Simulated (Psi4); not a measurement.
**BH3O3 (SMILES OB(O)O) at HF/def2-SVPD**

Aim: the vertical singlet–triplet gap of BH3O3 at HF/def2-SVPD, from 2 runs. 

The calculation is run with Psi4 1.11.

2 further runs of the same task are left out: 2 set aside as unsound or not needed.

### 1 The structure to begin with

The species is BH3O3 (7 atoms), meant as a singlet with charge 0. SMILES: `OB(O)O`. Geometry: relaxed at PBE0-D4/def2-TZVP. This is a higher conformer, about 20 kJ/mol above the lowest found by a separate search.

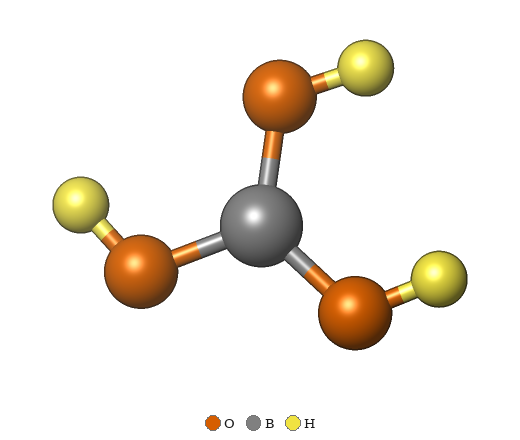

The structure, seen from a chosen angle (oxygen orange, boron grey, hydrogen yellow).

### 2 A single-point energy at HF/def2-SVPD

Input file run_ase.py:

```python
import numpy as np
from ase.calculators.psi4 import Psi4
from ase import Atoms

mol = Atoms(['O', 'B', 'O', 'O', 'H', 'H', 'H'], positions=[
    [-1.109700, 0.802600, 0.321900],
    [-0.012200, -0.006800, 0.228700],
    [0.501200, -0.469300, 1.400100],
    [0.600700, -0.381300, -0.945400],
    [-1.457400, 1.118600, -0.511500],
    [1.266800, -1.028200, 1.254500],
    [0.210500, -0.035700, -1.748300],
])
calc = Psi4(atoms=mol, method='scf', basis='def2-SVPD', memory='1600MB', num_threads=1, charge=0, multiplicity=1, label='bh3o3')
calc.psi4.set_options({'puream': True, 'e_convergence': 1e-09, 'd_convergence': 1e-08, 'scf_type': 'pk'})
mol.calc = calc

print(f'energy: {mol.get_potential_energy():.6f} eV')
```

Started as:

```bash
$ python run_ase.py
```

bh3o3.dat (excerpt; [...] marks lines left out):

```text
[...]
  Running in c1 symmetry.
[...]
  Nuclear repulsion =  116.229634474461250
[...]
  Multiplicity = 1
[...]
  Nalpha       = 16
  Nbeta        = 16
[...]
    Number of basis functions: 113
[...]
   @RHF iter   1:  -250.82888149467061   -8.93211e-01   6.07153e-03 DIIS/ADIIS
[...]
   @RHF iter  12:  -251.01699808592900   -1.19371e-12   2.58320e-09 DIIS
[...]
    Orbital Energies [Eh]
    ---------------------
    Doubly Occupied:
       1A    -20.582818     2A    -20.575383     3A    -20.562602
       4A     -7.681387     5A     -1.391694     6A     -1.340817
       7A     -1.333208     8A     -0.799041     9A     -0.768694
      10A     -0.687801    11A     -0.637495    12A     -0.606712
      13A     -0.565288    14A     -0.544374    15A     -0.520105
      16A     -0.506098
[...]
  @RHF Final Energy:  -251.01699808592900
   => Energetics <=
    Nuclear Repulsion Energy =            116.2296344744612497
    One-Electron Energy =                -576.2862283476017637
    Two-Electron Energy =                 209.0395957872115105
    Total Energy =                       -251.0169980859290035
[...]
 Multipole Moments:
 ------------------------------------------------------------------------------------
     Multipole            Electronic (a.u.)      Nuclear  (a.u.)        Total (a.u.)
 ------------------------------------------------------------------------------------
 L = 1.  Multiply by 2.5417464519 to convert [e a0] to [Debye]
 Dipole X            :         -0.0390766            0.0374720           -0.0016045
 Dipole Y            :          0.0069375            0.0813191            0.0882565
 Dipole Z            :          0.3185282           -1.5774358           -1.2589076
 Magnitude           :                                                    1.2619984
[...]
```

Standard output:

```text
energy: -6830.520434 eV
```

Wall time 3.6 s (1 thread of Intel Xeon 6975P-C (Granite Rapids), shared host); peak memory 0.51 GiB.

### 3 The triplet

Input file bh3o3.json:

```json
{
 "schema_name": "qcschema_input",
 "schema_version": 1,
 "molecule": {
  "schema_name": "qcschema_molecule",
  "schema_version": 2,
  "symbols": ["O", "B", "O", "O", "H", "H", "H"],
  "geometry": [-2.09702908, 1.51669419, 0.60830284, -0.02305466, -0.01285014, 0.43218036, 0.94713073, -0.88684847, 2.64580555, 1.13515848, -0.72055257, -1.78654708, -2.75408685, 2.11384764, -0.96659491, 2.39390505, -1.9430164, 2.37066142, 0.39778735, -0.06746322, -3.30380818],
  "molecular_charge": 0,
  "molecular_multiplicity": 3,
  "fix_symmetry": "c1"
 },
 "driver": "energy",
 "model": {
  "method": "hf",
  "basis": "def2-SVPD"
 },
 "keywords": {
  "reference": "uhf",
  "puream": true,
  "e_convergence": 1e-09,
  "d_convergence": 1e-08,
  "scf_type": "pk",
  "maxiter": 100
 }
}
```

Started as:

```bash
$ psi4 --qcschema bh3o3.json -n 1 --memory 1600MB
```

stdout (excerpt; [...] marks lines left out):

```text
[...]
  Running in c1 symmetry.
[...]
  Nuclear repulsion =  116.229634542273189
[...]
  Multiplicity = 3
[...]
  Nalpha       = 17
  Nbeta        = 15
[...]
    Number of basis functions: 113
[...]
   @UHF iter   1:  -250.56129601698555   -6.25626e-01   4.73948e-03 DIIS/ADIIS
[...]
   @UHF iter  22:  -250.71411232188038   -8.69704e-12   9.74338e-09 DIIS
[...]
   @S^2 Observed:                2.104792757E+00
[...]
    Orbital Energies [Eh]
    ---------------------
    Alpha Occupied:
       1A    -20.800367     2A    -20.740658     3A    -20.606682
       4A     -7.768489     5A     -1.587120     6A     -1.516766
       7A     -1.387132     8A     -0.944548     9A     -0.900385
      10A     -0.821991    11A     -0.782126    12A     -0.761814
      13A     -0.738148    14A     -0.737497    15A     -0.605229
      16A     -0.563597    17A     -0.130467
    Alpha Virtual:
      18A      0.032374    19A      0.089599    20A      0.093399
      21A      0.119625    22A      0.128758    23A      0.155134
      24A      0.171763    25A      0.173755    26A      0.175863
[...]
  @UHF Final Energy:  -250.71411232188038
   => Energetics <=
    Nuclear Repulsion Energy =            116.2296345422731889
    One-Electron Energy =                -572.6650791709167834
    Two-Electron Energy =                 205.7213323067632302
    Total Energy =                       -250.7141123218803784
  UHF NO Occupations:
  HONO-2 :   15  A 1.9501062
  HONO-1 :   16  A 1.0000000
[...]
 Multipole Moments:
 ------------------------------------------------------------------------------------
     Multipole            Electronic (a.u.)      Nuclear  (a.u.)        Total (a.u.)
 ------------------------------------------------------------------------------------
 L = 1.  Multiply by 2.5417464519 to convert [e a0] to [Debye]
 Dipole X            :          0.4841796            0.0374720            0.5216516
 Dipole Y            :         -0.5182752            0.0813191           -0.4369562
 Dipole Z            :          2.2890416           -1.5774357            0.7116059
 Magnitude           :                                                    0.9845984
[...]
```

The result, in JSON:

```text
{
 "driver": "energy",
 "model": {
  "method": "hf",
  "basis": "def2-SVPD"
 },
 "success": true,
 "return_result": -250.71411232188038,
 "properties": {
  "calcinfo_nbasis": 113,
  "calcinfo_nmo": 113,
  "calcinfo_nalpha": 17,
  "calcinfo_nbeta": 15,
  "calcinfo_natom": 7,
  "nuclear_repulsion_energy": 116.22963454227319,
  "return_energy": -250.71411232188038,
  "scf_one_electron_energy": -572.6650791709168,
  "scf_two_electron_energy": 205.72133230676323,
  "scf_dipole_moment": [0.5216516096459133, -0.43695617333887626, 0.7116058823188482],
  "scf_total_energy": -250.71411232188038,
  "scf_iterations": 22
 }
}
```

Run time: 5.4 s. Hardware: 1 thread of Intel Xeon 6975P-C (Granite Rapids), shared host; peak memory 0.5 GiB.

### 4 Outcome

Level: HF/def2-SVPD.

| quantity | value |
| --- | --- |
| singlet: total energy | -251.01700 Eh |
| singlet: dipole moment | 3.21 D |
| singlet: HOMO energy | -13.77 eV |
| singlet: LUMO energy | 1.32 eV |
| singlet: HOMO–LUMO gap | 15.09 eV |
| triplet: total energy | -250.71411 Eh |
| triplet: dipole moment | 2.50 D |
| triplet: HOMO energy (highest over α and β) | -3.55 eV |
| triplet: ⟨S²⟩ | 2.105 |
| vertical energy of the triplet above the singlet | 8.242 eV |

**Reading.** At this shape the triplet lies 8.24 eV (190 kcal/mol) above the singlet. ⟨S²⟩ (triplet) is 2.10 where a pure triplet has 2.00: the reference is spin-contaminated.
